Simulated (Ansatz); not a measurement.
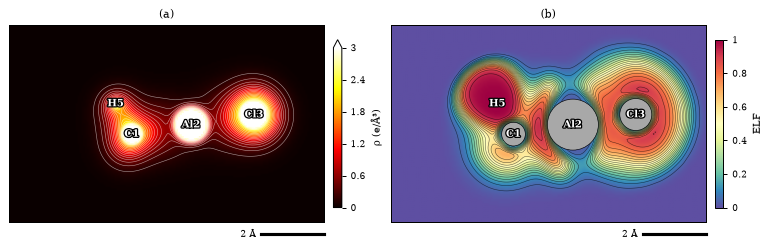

*CH₃AlCl (SMILES [CH3][Al+][Cl]) (charge +1). (a) electron density; (b) ELF on the plane of atoms Al2, C1 and H5. Grey discs cover the atomic cores in the ELF map.*

Geometry: B3LYP-D3(BJ)/def2-SVP.

These are results of Ansatz 0.2.0, isolated molecule in a Gaussian basis; Kohn-Sham density functional theory, functional PBE0, not measurements.

The calculation's input:

```
crystal:
  periodic: [false, false, false]
  atoms:
    - symbol: C
      position_ang: [1.056795, 1.076106, 0.230114]
    - symbol: Al
      position_ang: [0.635347, -0.576737, -0.635602]
    - symbol: Cl
      position_ang: [0.188372, -2.327432, -1.552988]
    - symbol: H
      position_ang: [1.984955, 1.486296, -0.201054]
    - symbol: H
      position_ang: [0.229457, 1.788494, 0.076239]
    - symbol: H
      position_ang: [1.196283, 0.896522, 1.308971]
basis:
  gaussian:
    orbitals: def2-TZVPD
total_charge: 1
hamiltonian:
  xc: {name: PBE0}
output:
  forces: true
  orbitals: {seedname: orbitals}
```

Launched as:

```sh
ansatz run input.yaml --threads 1 --pin off --max-ram 2610MiB --events-out events.jsonl --progress --plain --runs-dir runs
```

Read the bonding off the picture.

The plane passes through C, Al, Cl and H nuclei. C–Al (1.91 Å): ρ is about 0.74 e/Å³ halfway; the ELF peaks at about 0.90 between the atoms; a polar covalent bond. Al–Cl (2.03 Å): ρ at the midpoint is about 0.84 e/Å³; the ELF peaks at about 0.85 in the valence shell of Cl, 0.9 Å from its nucleus, and is about 0.80 at the midpoint. C–H (1.10 Å): ρ at the midpoint is about 1.9 e/Å³; the ELF climbs to about 1 towards the hydrogen, as it does in any bond to H: an ordinary covalent bond to hydrogen. The ELF also peaks beside Cl3, away from the bonds: lone-pair regions.
